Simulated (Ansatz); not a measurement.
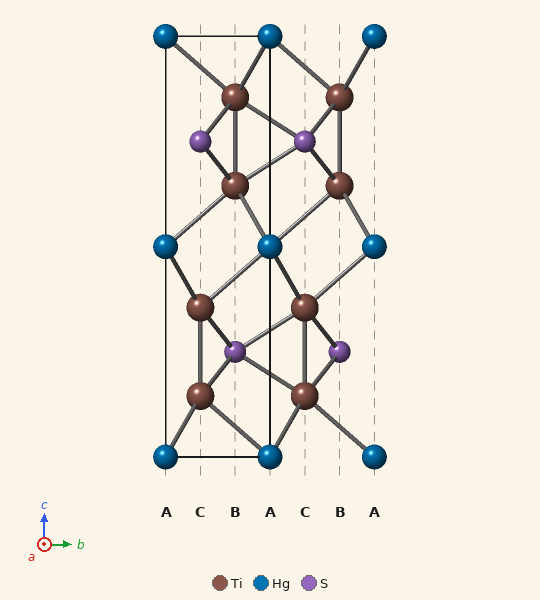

Projection along an edge of the hexagonal mesh, stacking direction c upwards. The dashed lines mark the three columns A (0, 0), B (1/3, 2/3) and C (2/3, 1/3). The sequence starts with the first layer at or above the cell's origin.

Ti₂HgS. Coordinates: coordinates from a relaxation (final pressure about 14 GPa) with DFT, PAW plane waves, pbe in Ansatz; the starting structure was generated, so it need not be a known form of this composition.

List the layers of one repeat.

Answer. Hg(A) – Ti(C) – S(B) – Ti(C) – Hg(A) – Ti(B) – S(C) – Ti(B) (eight layers in 12.27 Å).
